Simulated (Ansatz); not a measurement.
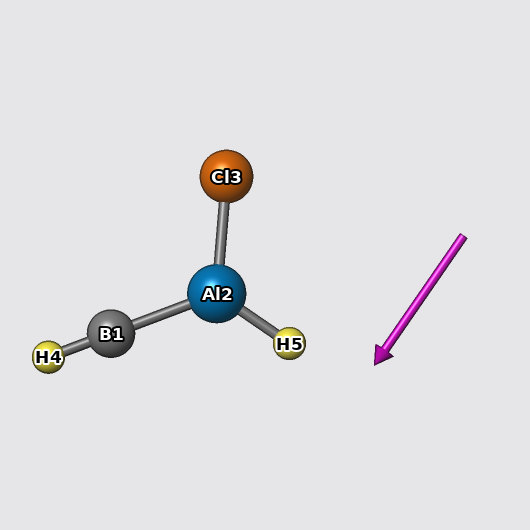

The arrow beside the molecule shows the direction of the dipole moment, from the negative to the positive end (its length means nothing). Charge 0, doublet. The geometry was computed by an optimisation with PBE-D4/def2-SVP. No frequency run is at hand to confirm it as a minimum. Level of theory: UKS PBE-D4/def2-SVP (Ansatz 0.2.0).

How large is the dipole moment?

Answer. 1.74 D; it points from the side of Cl3 to the side of H4 (the outermost atoms at the two ends).
